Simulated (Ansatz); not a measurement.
System: AgAsKSn (charge +1).

Input

```
basis:
  gaussian:
    orbitals: def2-TZVPD
crystal:
  periodic: [false, false, false]
  atoms:
    - {symbol: Ag, position_ang: [0.355298, 0.129310, 2.322638]}
    - {symbol: As, position_ang: [-0.250227, 0.671231, -0.044420]}
    - {symbol: K, position_ang: [1.232076, -1.308927, -2.141782]}
    - {symbol: Sn, position_ang: [-2.364507, 0.069637, 1.029624]}
total_charge: 1
hamiltonian:
  xc: pbe0
output: {forces: true, orbitals: {seedname: orbitals}}
```

Command:

```sh
ansatz run input.yaml --threads 2 --pin off --max-ram 4350MiB --events-out events.jsonl --progress --plain --runs-dir runs
```

Geometry: PBE0-D3(BJ)/def2-SVP; core potentials replace the inner electrons of Ag and Sn.

These are results of isolated molecule in a Gaussian basis; Kohn-Sham density functional theory, functional PBE0 (Ansatz 0.2.0), not measurements.

Q: Predict the electron density and electron localisation function between the atoms.

A: Ag–As (2.50 Å): ρ at the midpoint is about 0.44 e/Å³; the ELF is about 0.35 at the midpoint.
K–As (3.24 Å): the density is about 0.11 e/Å³ at the midpoint; the ELF peaks at about 0.85 in the valence shell of As, 1.2 Å from its nucleus, and is about 0.25 at the midpoint.

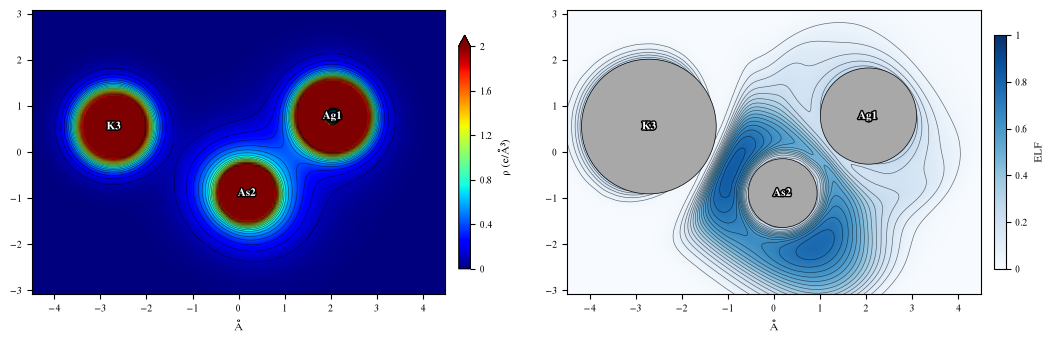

Computed electron density and electron localisation function on the plane of atoms Ag1, As2 and K3, in this order. Grey discs cover the atomic cores in the ELF map. 
